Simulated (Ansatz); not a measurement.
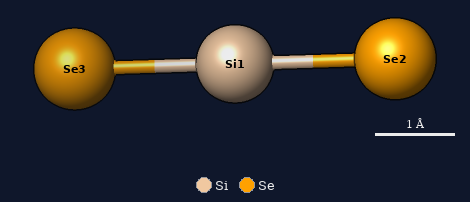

Figure 1. The input geometry of the first run (ball-and-stick view, seen at a tilt; atoms are numbered from 1 in the order of the input). Bond lengths as drawn: Se–Si 2.07 Å.

**SiSe₂: one change and its effect**

System: SiSe₂, multiplicity 3.
Method of the first run: UKS PBE-D4/def2-TZVP (Ansatz 0.2.0).

The geometry: PBE-D4/def2-TZVP start. Text and figures count atoms from 1; the logs count them from 0 in places.

**The input, the first run**
```yaml
crystal:
  periodic: [false, false, false]
  atoms:
    - {symbol: Si, position_ang: [0.000014, -0.000002, 0.000004]}
    - {symbol: Se, position_ang: [-0.070747, -0.141252, 2.067844]}
    - {symbol: Se, position_ang: [0.070723, 0.141255, -2.067838]}
basis:
  gaussian: {orbitals: def2-TZVP}
magnetization: {spin_polarized: true, initial_magnetization: 2}
hamiltonian: {xc: pbe, dispersion: d4}
scf: {lower_state_search: "off"}
output: {orbitals: {seedname: orbitals}}
relax: {f_tol: 0.02, max_steps: 100}
```

Command:
```bash
ansatz run in.yaml --threads 4 --pin off --events-out ev --progress --plain --max-ram 3916MiB
```

Hardware: 4 threads of Arm Neoverse V1, 23 GiB of memory available, shared host.

**Output, shortened to warnings, some set-up lines, iterations and results (the first run)**
```
[...]
mean field evaluation 1: about -138550.9835 eV, gradient 1.5e1 eV
mean field evaluation 2: about -138550.0232 eV, gradient 1.8e1 eV
mean field evaluation 4: about -138552.0225 eV, gradient 2.3e0 eV
mean field evaluation 8: about -138551.9935 eV, gradient 6.0e-2 eV
mean field evaluation 16: about -138551.9935 eV, gradient 3.1e-4 eV
[... 10 lines ...]
mean field evaluation 96: about -138553.6204 eV, gradient 7.1e-5 eV
relax step   9: F+E_penalty+E_count = -138553.73944470 eV  Δ(F+E_penalty+E_count) = -3.308e-1 eV  max|allowed force component| = 4.669e-1 eV/Å  Δτ_max = 0.1946 Å  (27 SCF …
relax step  10: F+E_penalty+E_count = -138553.86377598 eV  Δ(F+E_penalty+E_count) = -1.243e-1 eV  max|allowed force component| = 1.966e-1 eV/Å  Δτ_max = 0.1950 Å  (27 SCF …
relax step  11: F+E_penalty+E_count = -138553.86668130 eV  Δ(F+E_penalty+E_count) = -2.905e-3 eV  max|allowed force component| = 1.442e-1 eV/Å  Δτ_max = 0.0281 Å  (22 SCF …
relax step  12: F+E_penalty+E_count = -138553.86758521 eV  Δ(F+E_penalty+E_count) = -9.039e-4 eV  max|allowed force component| = 7.524e-3 eV/Å  Δτ_max = 0.0106 Å  (24 SCF …
Total energy: -138553.86761427 eV, -5091.7607196400 hartree
Atom 0 at     0.839423    -0.112181     0.021055 Å, force     0.004507    -0.000602     0.000113 eV/Å
Atom 1 at    -0.480193    -0.064677     1.757422 Å, force    -0.001998     0.000811    -0.007524 eV/Å
Atom 2 at    -0.359240     0.176859    -1.778467 Å, force    -0.002509    -0.000209     0.007411 eV/Å
Dipole moment:     0.156659    -0.020936     0.003929 e Å
Checks for a lower state left out: stability, starts, cluster_reference, orbital_swaps, neighbouring_geometries, increment
```

The input of the second run differs as follows (lines with − go, lines with + come):
```diff
-magnetization: {spin_polarized: true, initial_magnetization: 2}
+magnetization: {spin_polarized: true, initial_magnetization: 4}
```

Predict how the results change.

With the same method and basis, the second run lies 53.2 kcal/mol higher. The HOMO goes from −5.96 to −3.84 eV. The LUMO goes from −5.49 to −5.67 eV. The dipole moment goes from 0.76 to 0.03 D.

**Output, shortened to warnings, some set-up lines, iterations and results (the second run)**
```
[...]
mean field evaluation 1: about -138547.0770 eV, gradient 1.8e1 eV
mean field evaluation 2: about -138543.6686 eV, gradient 2.8e1 eV
mean field evaluation 4: about -138548.6840 eV, gradient 2.9e0 eV
mean field evaluation 8: about -138548.7480 eV, gradient 8.7e-1 eV
mean field evaluation 16: about -138548.7001 eV, gradient 7.5e-4 eV
[... 13 lines ...]
relax step  11: F+E_penalty+E_count = -138551.35631791 eV  Δ(F+E_penalty+E_count) = -2.177e-1 eV  max|allowed force component| = 4.075e-1 eV/Å  Δτ_max = 0.1950 Å  (30 SCF …
relax step  12: F+E_penalty+E_count = -138551.51844113 eV  Δ(F+E_penalty+E_count) = -1.621e-1 eV  max|allowed force component| = 3.005e-1 eV/Å  Δτ_max = 0.1956 Å  (28 SCF …
mean field evaluation 128: about -138551.4673 eV, gradient 1.1e-2 eV
relax step  13: F+E_penalty+E_count = -138551.53884365 eV  Δ(F+E_penalty+E_count) = -2.040e-2 eV  max|allowed force component| = 3.057e-1 eV/Å  Δτ_max = 0.1950 Å  (28 SCF …
relax step  14: F+E_penalty+E_count = -138551.56131020 eV  Δ(F+E_penalty+E_count) = -2.247e-2 eV  max|allowed force component| = 1.699e-2 eV/Å  Δτ_max = 0.0669 Å  (22 SCF …
Total energy: -138551.56134051 eV, -5091.6759656423 hartree
Atom 0 at     1.108854    -0.148166     0.027501 Å, force    -0.016993     0.002281    -0.000560 eV/Å
Atom 1 at    -0.606968    -0.031767     1.534975 Å, force     0.008293    -0.001389     0.004063 eV/Å
Atom 2 at    -0.501896     0.179934    -1.562466 Å, force     0.008699    -0.000892    -0.003503 eV/Å
Dipole moment:    -0.006764     0.000904    -0.000172 e Å
Checks for a lower state left out: stability, starts, cluster_reference, orbital_swaps, neighbouring_geometries, increment
```

**The two runs side by side**

```tsv
quantity	the first run	the second run
outcome	converged	converged
total energy (hartree)	−5091.760720	−5091.675966
HOMO (eV)	−5.96	−3.84
LUMO (eV)	−5.49	−5.67
dipole moment (D)	0.76	0.03
⟨S²⟩	2.006	6.007
largest force (eV/Å)	0.008	0.017
basis functions	133	133
wall time (shared host)	19 s	19 s
```
